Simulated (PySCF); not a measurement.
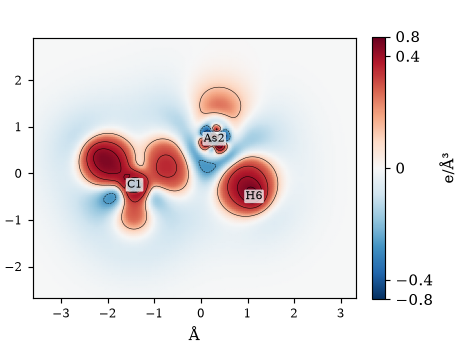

Figure 1: CH5As, SMILES `C[AsH2]`. Deformation density (molecule less spherical, spin-averaged free atoms) in the plane of C1, As2 and H6; colour scale in e/Å³, logarithmic beyond ±0.1; red: gain, blue: loss.

Method: PBE0/def2-TZVP; geometry: GFN2-xTB; program: PySCF. No frequency check shows the geometry to be a minimum. GFN2-xTB bond lengths at metals and heavier atoms can be off by up to 0.1 Å and shapes distorted, which carries into these values.

The calculation's input:

```python
import numpy as np
from pyscf import gto, scf, dft
from pyscf.scf import atom_ks, atom_hf
from scipy.linalg import block_diag

def solve(mol, dm0=None, hcore=None):
    mf = (dft.UKS if mol.spin else dft.RKS)(mol, xc='pbe0')
    mf.grids.level = 3
    mf = mf.density_fit(auxbasis='def2-universal-jkfit')
    mf.conv_tol, mf.max_cycle = 1e-8, 80
    if hcore is not None:
        mf.get_hcore = lambda *args: hcore
    mf.kernel(dm0)
    if not mf.converged:
        mf = mf.newton().run(mf.mo_coeff, mf.mo_occ, max_cycle=30)
    assert mf.converged, 'SCF not converged'
    return mf

mol = gto.M(atom='''
C      1.55068     0.00004    -0.01869
As    -0.42178    -0.00020     0.06517
H      1.93649    -0.88271     0.49133
H      1.93653     0.87924     0.49704
H      1.91795     0.00369    -1.04268
H     -0.58807     1.05707    -0.98867
H     -0.58812    -1.05080    -0.99549
''', basis='def2-tzvp', charge=0, spin=0, verbose=4)
mf = solve(mol)
mf.analyze()
# spherically averaged free atoms, for the promolecule
atm = atom_ks.get_atm_nrks(mol, xc='pbe0')
pro = block_diag(*[(atm[a[0]][2] * atm[a[0]][3]) @ atm[a[0]][2].T for a in mol._atom])
np.savez('result.npz', e=mf.e_tot, c=mf.mo_coeff, occ=mf.mo_occ, eps=mf.mo_energy, pro=pro, dip=mf.dip_moment(verbose=0), s2=mf.spin_square()[0])
```

Run with:

```sh
OMP_NUM_THREADS=1 python input.py
```

The run took 8.4 s on 1 thread of Arm Neoverse V2, with other jobs on the host, peak memory 0.44 GiB.

Partitions, critical points and surface values were worked out afterwards from this run's density.

Q: Describe the bonding that the map shows.

A: As2–H6: +0.27 e/Å³ at the bond critical point (bond length 1.50 Å, Mayer order 1.0). C1–As2: +0.19 e/Å³ at the bond critical point (bond length 1.97 Å, Mayer order 1.0). In all, 1.5 electrons gather in the regions of gain relative to the promolecule.
